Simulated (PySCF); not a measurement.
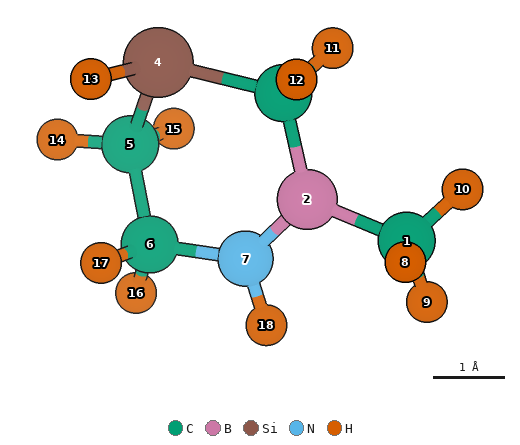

The structure as given in the input (ball-and-stick view, seen at a tilt; atoms are numbered from 1 in the order of the input).

# EPR calculation of C$_{4}$H$_{11}$BNSi

C$_{4}$H$_{11}$BNSi, multiplicity 2, SMILES CB1C[SiH]CCN1, computed with UKS B3LYP, pcH-1 on B C H N Si, non-relativistic, mean-field spin-orbit, GIAO (PySCF 2.14.0).

It belongs to a series of runs on one base structure; here: H removed from Si.

## Input file
```
{"job": {"kind": "epr", "basis": "pcH-1"}, "charge": 0, "multiplicity": 2}
C      2.537200     0.041356     0.026671
B      0.945241     0.131185     0.019183
C      0.252410     1.568551     0.010952
Si    -1.629598     1.440955     0.166094
C     -2.034250    -0.250526    -0.610904
C     -1.199399    -1.312429     0.097237
N      0.230177    -1.054857     0.029417
H      2.916324     0.166040     1.040956
H      2.911318    -0.915158    -0.335194
H      2.999954     0.822875    -0.571896
H      0.533709     2.079718    -0.912648
H      0.663066     2.188650     0.809795
H     -2.113283     1.460385     1.558355
H     -3.086905    -0.515790    -0.518597
H     -1.789007    -0.261267    -1.673283
H     -1.391322    -2.294706    -0.353730
H     -1.511965    -1.372946     1.150898
H      0.757571    -1.915718     0.055039
```

The first line tells a small driver script what to run in PySCF; the rest is the geometry in Å.

Run as:
```bash
OMP_NUM_THREADS=1 python <driver script> task.json out
```

## What the program printed
```
UKS, coarse grid
  cycle   1  E = -528.09466267  |g| = 4.69e-01
  cycle   2  E = -528.00743690  |g| = 6.12e-01
  cycle   3  E = -528.20298540  |g| = 4.94e-02
  cycle   4  E = -528.20406293  |g| = 2.57e-02
  cycle   5  E = -528.20437429  |g| = 7.02e-03
  cycle   6  E = -528.20439593  |g| = 2.46e-03
  cycle   7  E = -528.20439876  |g| = 7.88e-04
UKS, final grid
  cycle   1  E = -528.20436275  |g| = 1.22e-03
  cycle   2  E = -528.20436161  |g| = 2.05e-03
  cycle   3  E = -528.20436339  |g| = 9.22e-05
  cycle   4  E = -528.20436340  |g| = 2.18e-05
E = -528.20436340 Eh   <S^2> = 0.7513 (exact 0.7500)
g shifts (ppm)      1          2          3
  rmc          -137       -137       -137
  gc              4         79         93
  oz_so         -27       1303       2654
  total        -159       1245       2610
hyperfine (MHz)  atom isotope    a_iso     a_fc   dipolar eigenvalues
    0   13C       6.76       6.76     -0.80     -0.74      1.54
    1   11B      14.30      14.30     -2.60     -2.02      4.62
    2   13C      10.30      10.26     -6.50     -5.94     12.44
    3  29Si    -458.69    -459.63   -166.51     82.81     83.71
    4   13C      23.35      23.33     -4.13     -3.88      8.02
    5   13C      23.67      23.68     -2.75     -2.66      5.41
    6   14N       0.15       0.15     -0.13     -0.10      0.23
    7    1H      -0.43      -0.43     -0.92     -0.61      1.53
    8    1H       4.31       4.31     -0.80     -0.40      1.20
    9    1H      -0.15      -0.15     -1.01     -0.58      1.60
   10    1H      19.98      19.98     -5.16     -2.78      7.93
   11    1H      -2.33      -2.34     -4.37     -0.96      5.33
   12    1H      57.85      57.82     -9.16      0.77      8.39
   13    1H      -0.46      -0.47     -4.07     -2.18      6.25
   14    1H       1.01       1.01     -4.13     -2.37      6.50
   15    1H      17.77      17.77     -1.97     -0.76      2.73
   16    1H       0.85       0.85     -3.02     -0.69      3.71
   17    1H       0.84       0.84     -1.13     -0.54      1.67
```

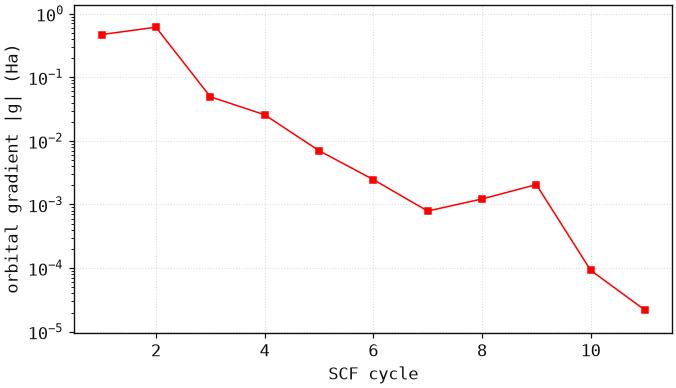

Convergence of the self-consistent field: orbital gradient |g| against the SCF cycle. All cycles printed in the log are drawn one after another.

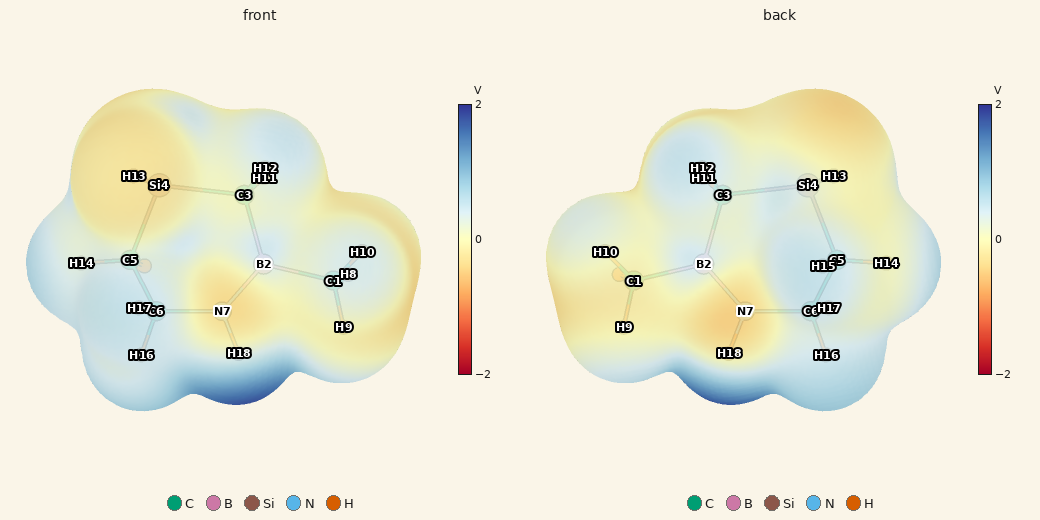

The molecular electrostatic potential painted on the density surface at 0.002 e/bohr³, seen face on and from behind; red is negative and blue positive.

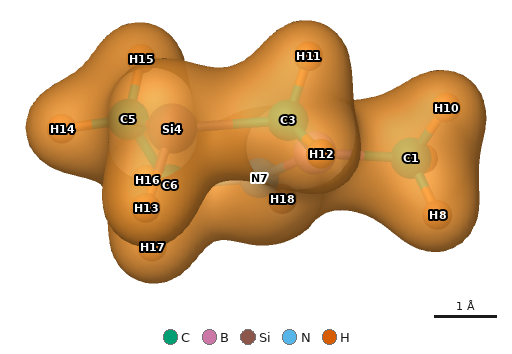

Isosurface of the electron density at 0.2 e/Å³ (orange), seen from the side. At this value the surface is in one piece. On the grid the lowest density along these lines, outside the cores, is 1.6 e/Å³ (B–N, 1.38 Å), 1.8 e/Å³ (C–N, 1.45 Å), 1.6 e/Å³ (C–C, 1.53 Å) and 1.2 e/Å³ (C–B, 1.59 Å).

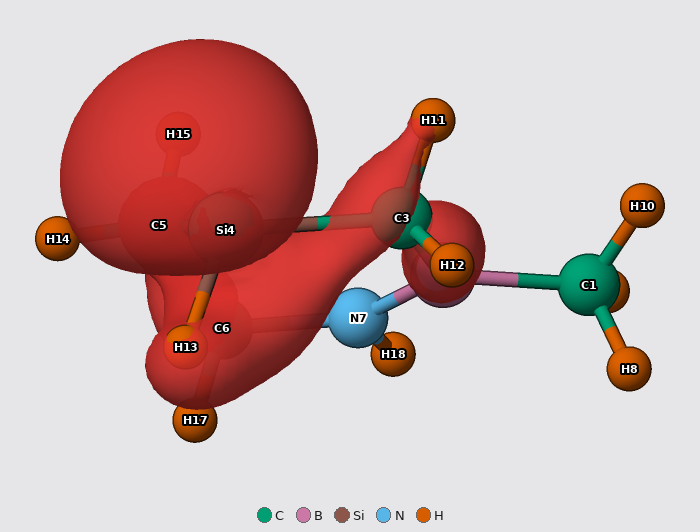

Isosurface of the spin density at +0.015 e/Å³ (red), seen from the side. The unpaired spin (1 electron) lies mostly on Si4 (about 0.8), in electrons by Hirshfeld's partition.

## Results in brief

- outcome: converged
- total energy: −528.204363 hartree
- ⟨S²⟩: 0.751
- isotropic g: 2.0036
- hardware: 1 CPU thread, shared host
- wall time: 1.7 min
- peak memory: 0.97 GiB
